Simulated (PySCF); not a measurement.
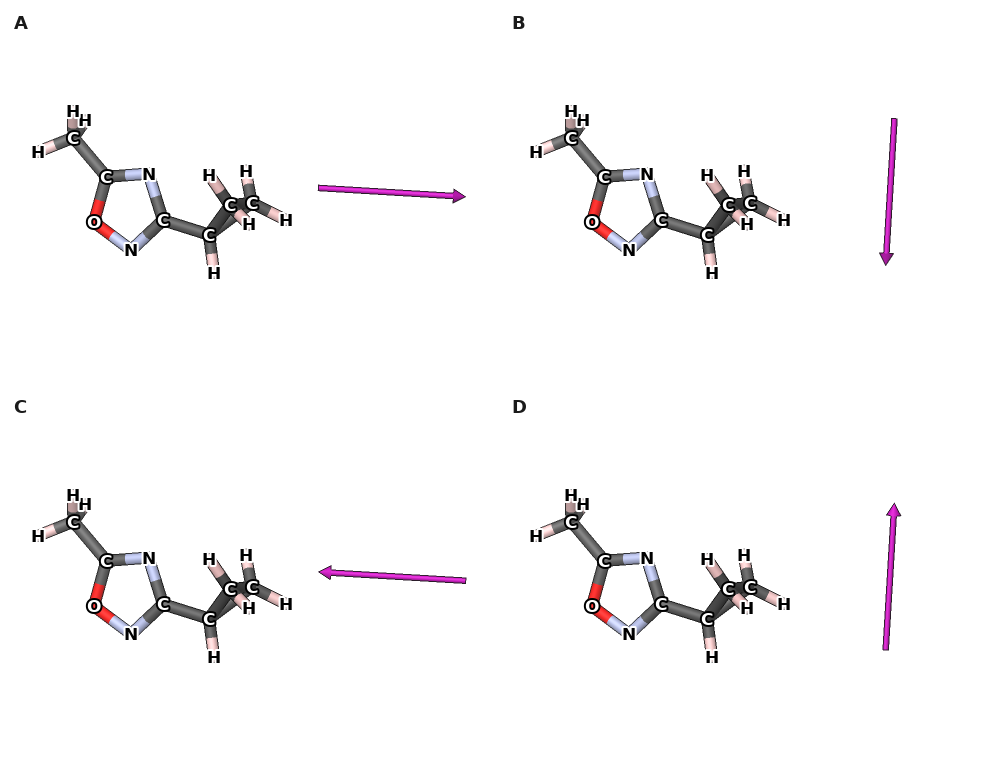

The same molecule four times, each with an arrow. Computed geometry: GFN2-xTB optimisation. No frequency run is at hand to confirm it as a minimum. Level of theory: CAM-B3LYP/def2-SVPD, gas phase (PySCF 2.14.0).

**Which arrow points along the dipole moment, from the negative to the positive end?**

D. The dipole moment is 1.99 D.
